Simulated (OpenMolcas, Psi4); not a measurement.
**Exact exchange and the HOMO–LUMO gap of LiF**

LiF: 2 atoms, total charge 0, spin state singlet. As SMILES, `[Li][F]`. The coordinates come from a PBE0-D4/def2-TZVP relaxation.

The HOMO–LUMO gap y, in eV, basis cc-pVTZ; a is the functional's share of exact exchange. Programs: OpenMolcas 26.06, Psi4 1.11.

| functional | program | a | y (eV) |
| --- | --- | --- | --- |
| BLYP | OpenMolcas | 0 | 4.43 |
| TPSS | OpenMolcas | 0 | 4.68 |
| TPSSh | Psi4 | 0.1 | ? |
| B3LYP | OpenMolcas | 0.2 | 6.35 |
| PBE0 | OpenMolcas | 0.25 | 6.86 |
| BHLYP | OpenMolcas | 0.5 | 8.95 |

Q: Fit y = c + s·a to the known rows and predict TPSSh.

A: 
1. Means of the 5 rows: a = 0.1900, y = 6.254.
2. Σ(Δa)² = 0.172, Σ(Δa·Δy) = 1.5187, so the slope is 1.5187/0.172 = 8.8297.
3. Intercept: 6.254 − (8.8297) × 0.1900 = 4.576. The largest residual of the fit is 0.15.
4. TPSSh: 4.576 + (8.8297) × 0.1 = 5.46 eV.

The run gave 5.59 eV, so the prediction is off by -0.13 eV, within the largest residual. Exact exchange lowers occupied levels and raises empty ones. The rows mix families of semi-local functionals, which the line can't see.

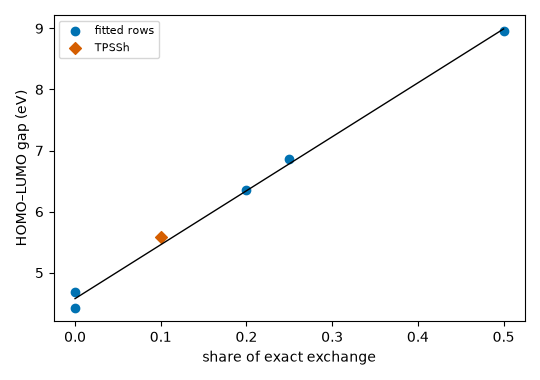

The fitted line, with the withheld row.
